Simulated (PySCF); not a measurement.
**NMR shielding calculation, with input and output: CH8N4Si3**

System: CH8N4Si3.
Method: GIAO PBE0/pcSseg-1 NMR shielding, non-relativistic, gas phase (PySCF 2.14.0).

The geometry comes from this level: PBE0-D3(BJ)/def2-SVP. Figures and captions count atoms from 1; the log counts them from 0 in places.

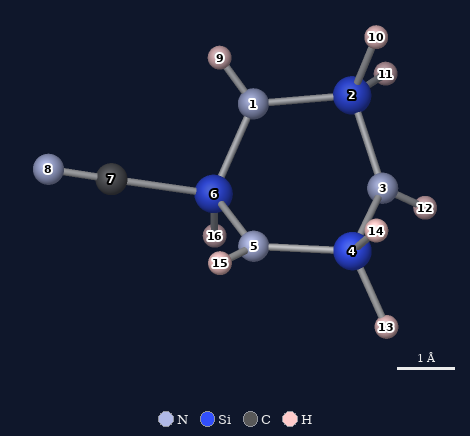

*The structure (ball-and-stick view, seen at a tilt; atoms are numbered from 1 in the order of the input).*

Bond lengths as drawn: C–N 1.16 Å, C–Si 1.87 Å, H–N 1.02 Å, H–Si 1.48 to 1.50 Å and N–Si 1.73 to 1.75 Å.

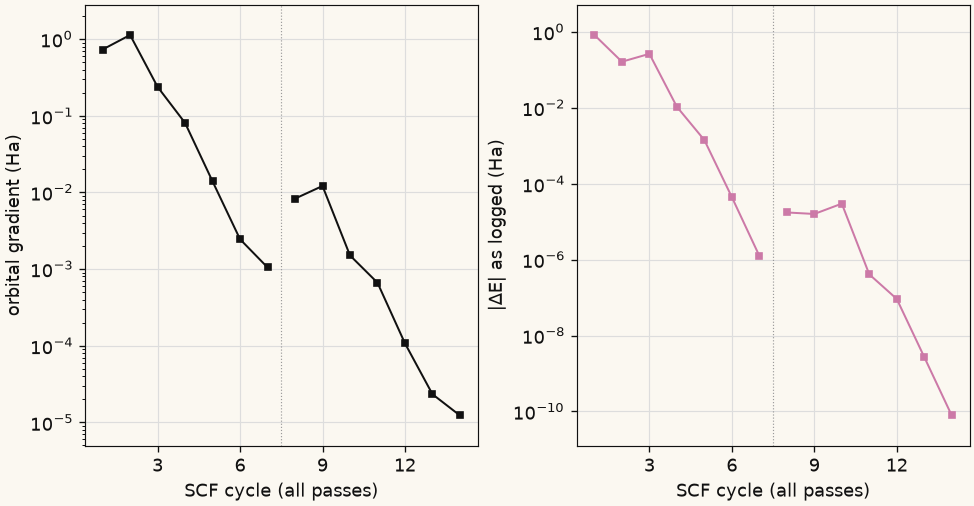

*Convergence of the self-consistent field: orbital gradient and size of the energy change against the SCF cycle. The dotted line marks the change from a coarse to the final integration grid.*

The first 7 cycles use a coarse grid, the final grid takes over at cycle 8, and the field converges after 14 cycles in all.

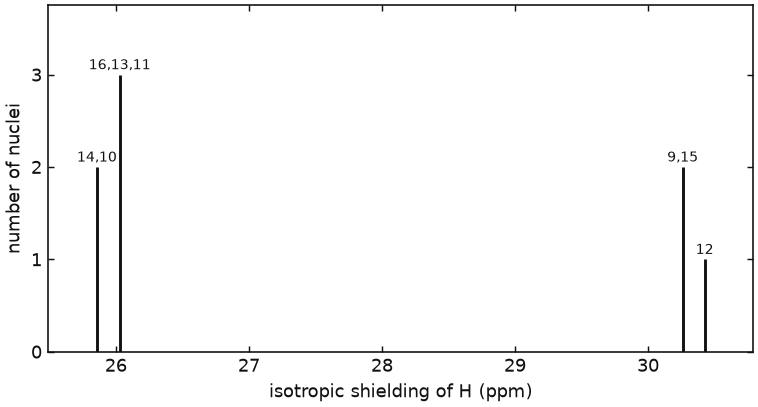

*Isotropic shieldings of the hydrogen nuclei in this fixed geometry, labelled by atom number; shielding grows to the right, so chemical shift grows to the left.*

The least shielded is H14 (25.9 ppm), the most shielded H12 (30.4 ppm).

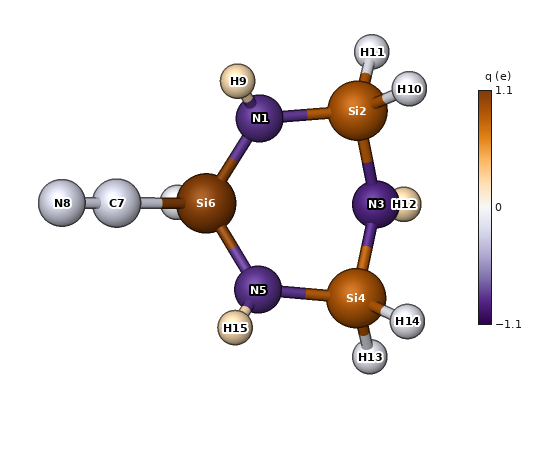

*Mulliken charges, as the colour of each atom (ball-and-stick view, seen at a tilt; atoms are numbered from 1 in the order of the input; Mulliken charges depend strongly on the basis).*

By element: N −0.88 to −0.21, Si +0.89 to +1.06, C −0.22 and H −0.12 to +0.23 e.

These pictures come from the run below.

## The input
```
{"job": {"kind": "nmr", "xc": "PBE0", "basis": "pcSseg-1"}, "charge": 0, "multiplicity": 1}
N      0.452603     1.406921    -0.371183
Si     1.935094     0.508078    -0.236129
N      1.382935    -1.147776    -0.172854
Si     0.115438    -1.847786     0.803186
N     -1.210142    -0.745894     0.569427
Si    -1.033057     0.537756    -0.582244
C     -2.406090     1.753904    -0.227092
N     -3.248127     2.512580     0.018170
H      0.411100     2.390103    -0.121173
H      2.684795     0.974127     0.971384
H      2.850843     0.602189    -1.413658
H      1.889706    -1.800203    -0.764139
H     -0.105113    -3.231189     0.281948
H      0.421182    -1.947887     2.263978
H     -1.987120    -0.713702     1.222144
H     -1.215557     0.069860    -1.978799
```

The first line tells a small driver script what to run in PySCF; the rest is the geometry in Å.

Launch command:
```bash
OMP_NUM_THREADS=1 python <driver script> task.json out
```

## Output
```
coarse grid: 15168 points
cycle   1  E = -1129.6897351502  dE =  8.356e-01  |g| = 7.336e-01  |ddm| = 3.887e+00
cycle   2  E = -1129.5247177530  dE =  1.650e-01  |g| = 1.135e+00  |ddm| = 1.365e+00
cycle   3  E = -1129.7909985320  dE = -2.663e-01  |g| = 2.388e-01  |ddm| = 8.928e-01
cycle   4  E = -1129.8017091557  dE = -1.071e-02  |g| = 8.081e-02  |ddm| = 1.593e-01
cycle   5  E = -1129.8031311600  dE = -1.422e-03  |g| = 1.394e-02  |ddm| = 7.086e-02
cycle   6  E = -1129.8031757466  dE = -4.459e-05  |g| = 2.451e-03  |ddm| = 1.512e-02
cycle   7  E = -1129.8031770084  dE = -1.262e-06  |g| = 1.051e-03  |ddm| = 3.007e-03
final grid: 133936 points
cycle   8  E = -1129.8387649312  dE = -1.758e-05  |g| = 8.302e-03  |ddm| = 1.933e-02
cycle   9  E = -1129.8387488886  dE =  1.604e-05  |g| = 1.214e-02  |ddm| = 1.603e-02
cycle  10  E = -1129.8387789182  dE = -3.003e-05  |g| = 1.507e-03  |ddm| = 9.405e-03
cycle  11  E = -1129.8387793288  dE = -4.106e-07  |g| = 6.635e-04  |ddm| = 1.098e-03
cycle  12  E = -1129.8387794212  dE = -9.235e-08  |g| = 1.073e-04  |ddm| = 4.414e-04
cycle  13  E = -1129.8387794239  dE = -2.719e-09  |g| = 2.326e-05  |ddm| = 1.045e-04
cycle  14  E = -1129.8387794240  dE = -7.844e-11  |g| = 1.227e-05  |ddm| = 2.586e-05
converged SCF energy = -1129.8387794240

GIAO shielding tensors (ppm)
atom      isotropic    diamagn.    paramagn.     s11        s22        s33       span
  0 N      220.331     328.624    -108.292    174.527    222.950    263.517     88.990
  1 Si     383.078     879.655    -496.577    359.904    361.847    427.484     67.580
  2 N      235.309     326.225     -90.916    197.012    235.916    272.997     75.985
  3 Si     383.044     879.644    -496.600    359.868    362.203    427.061     67.194
  4 N      220.470     328.596    -108.127    174.885    222.708    263.816     88.932
  5 Si     407.278     880.279    -473.000    346.516    432.315    443.005     96.489
  6 C       56.541     263.138    -206.598    -61.527    -58.242    289.390    350.916
  7 N      -96.853     337.250    -434.103   -296.488   -291.788    297.717    594.204
  8 H       30.245      31.959      -1.714     22.638     26.879     41.218     18.580
  9 H       25.860      28.469      -2.609     22.548     23.594     31.437      8.889
 10 H       26.032      28.040      -2.008     22.601     23.706     31.789      9.189
 11 H       30.426      30.983      -0.557     23.170     26.182     41.925     18.755
 12 H       26.030      28.027      -1.997     22.603     23.703     31.785      9.183
 13 H       25.855      28.471      -2.616     22.545     23.594     31.427      8.882
 14 H       30.275      31.918      -1.642     22.657     26.883     41.286     18.630
 15 H       26.024      28.629      -2.605     23.319     23.496     31.256      7.937
```

## Key numbers

```json
{"quantity": "outcome", "value": "converged"}
{"quantity": "total energy", "value": "−1129.838779 hartree"}
{"quantity": "HOMO", "value": "−7.71 eV"}
{"quantity": "LUMO", "value": "−0.43 eV"}
{"quantity": "dipole moment", "value": "3.78 D"}
{"quantity": "isotropic shielding, N", "value": "−96.9 to 235.3 ppm"}
{"quantity": "isotropic shielding, Si", "value": "383.0 to 407.3 ppm"}
{"quantity": "isotropic shielding, C", "value": "56.5 ppm"}
{"quantity": "isotropic shielding, H", "value": "25.9 to 30.4 ppm"}
{"quantity": "hardware", "value": "1 CPU thread, shared host"}
{"quantity": "wall time", "value": "46 s"}
{"quantity": "peak memory", "value": "0.99 GiB"}
```
